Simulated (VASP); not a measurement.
Band structure of Li2S (antifluorite). Calculation: modified Becke-Johnson potential (mBJ), VASP's PBE PAW potentials (set 64) (plane waves; VASP).

mBJ is a potential without an energy functional, so only the levels count.

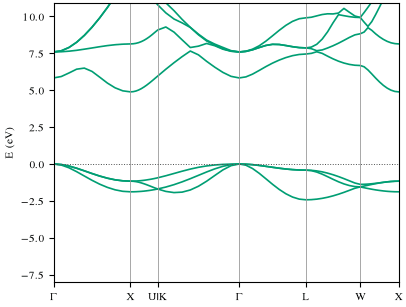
Fig. 1. Bands along high-symmetry lines, zero at the valence-band maximum or, without a gap, the Fermi level

Task: Read the plot: is there a gap, and where are the band edges?

Result: The gap is indirect, 4.89 eV, from the valence maximum at Γ to the conduction minimum at X.

The compound is Li2S in the antifluorite structure. It was relaxed first. The cell's shape comes from a PBE relaxation.
